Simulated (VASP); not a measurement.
Band structure of KMgF3 (space group Pm-3m). All values below come from PBEsol GGA, VASP's PBE PAW potentials (set 64) (plane waves; VASP).

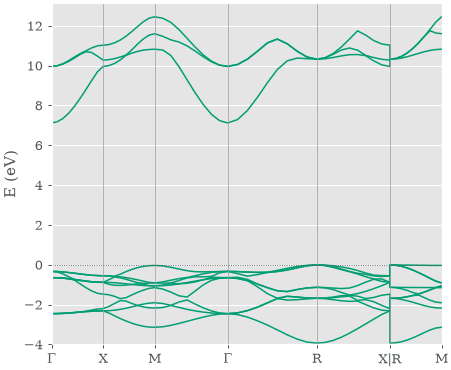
*Bands along high-symmetry lines, zero at the valence-band maximum or, without a gap, the Fermi level*

Read the plot: is there a gap, and where are the band edges?

The gap is indirect, 7.12 eV, from the valence maximum at R to the conduction minimum at Γ.

The structure is a typed KMgF3 crystal (Pm-3m). The cell was not relaxed at this level.
